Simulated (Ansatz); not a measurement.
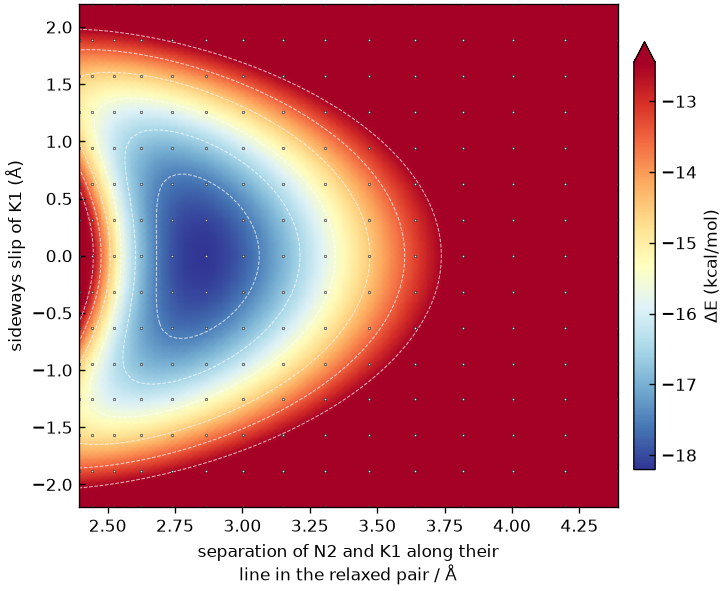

H₃KN, charge +1. Coordinates scanned: (1) separation of N2 and K1 along their line in the relaxed pair; (2) sideways slip of K1. Nothing is relaxed (both partners rigid). The grid has 15 × 15 points. Points are written as (first, second). Energies: kcal/mol, counted from the ion and the molecule far apart, frozen as in the relaxed pair, each in its own basis (no counterpoise correction). These are results of RHF/def2-TZVPD (Ansatz 0.2.0), not measurements.

The picture shows a smooth colour map with a few white contour lines, dots at the grid points, one colour for all values above the top of the scale. Between grid points the surface is interpolated.

Where is the minimum, and how stiff is the well along each coordinate?

The interpolated minimum is at the first coordinate ≈ 2.848 Å, sideways slip of K1 ≈ 0.000 Å. The curvatures there are about 1.7 eV/Å² and 0.12 eV/Å², with a cross term of about 0 eV/Å². Round the minimum the two coordinates are nearly uncoupled. (1 eV is 23.1 kcal/mol.)
